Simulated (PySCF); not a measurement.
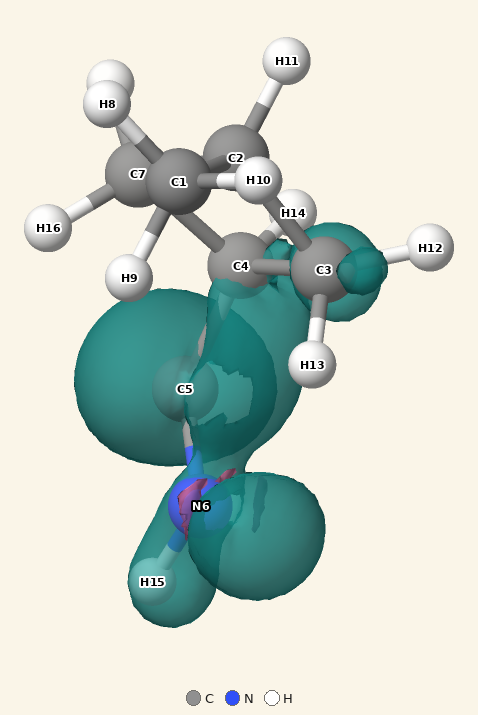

C$_{6}$H$_{10}$N (doublet). Isosurfaces of the spin density (α minus β) at +0.03 (teal) and −0.03 e/Å³ (pink), seen at an oblique angle.

Geometry: GFN2-xTB.

Theory: PySCF, UKS B3LYP, pcH-1 on C H N, non-relativistic, mean-field spin-orbit, GIAO.

```yaml
atoms:
  - { symbol: C, position_ang: [-2.0072, 0.7146, 0.1937] }
  - { symbol: C, position_ang: [-1.0325, -0.4442, 0.0971] }
  - { symbol: C, position_ang: [0.1933, -0.2332, -0.8055] }
  - { symbol: C, position_ang: [1.1089, -0.7253, 0.3513] }
  - { symbol: C, position_ang: [2.2505, 0.0842, 0.7575] }
  - { symbol: N, position_ang: [2.7013, 1.1255, 0.2601] }
  - { symbol: C, position_ang: [-0.1043, -0.6565, 1.3066] }
  - { symbol: H, position_ang: [-2.7526, 0.5226, 0.9629] }
  - { symbol: H, position_ang: [-1.4803, 1.6327, 0.4438] }
  - { symbol: H, position_ang: [-2.5200, 0.8586, -0.7550] }
  - { symbol: H, position_ang: [-1.5717, -1.3585, -0.1606] }
  - { symbol: H, position_ang: [0.2349, -0.8245, -1.7170] }
  - { symbol: H, position_ang: [0.3751, 0.8124, -1.0413] }
  - { symbol: H, position_ang: [1.4457, -1.7534, 0.1997] }
  - { symbol: H, position_ang: [3.5016, 1.5860, 0.6788] }
  - { symbol: H, position_ang: [-0.0640, 0.2148, 1.9581] }
  - { symbol: H, position_ang: [-0.2856, -1.5437, 1.9093] }
```

### Describe the spin distribution.

The unpaired spin (1 electron) lies mostly on C5 (about 0.6), N6 (about 0.2) and C4 (about 0.1), in electrons by Hirshfeld's partition.
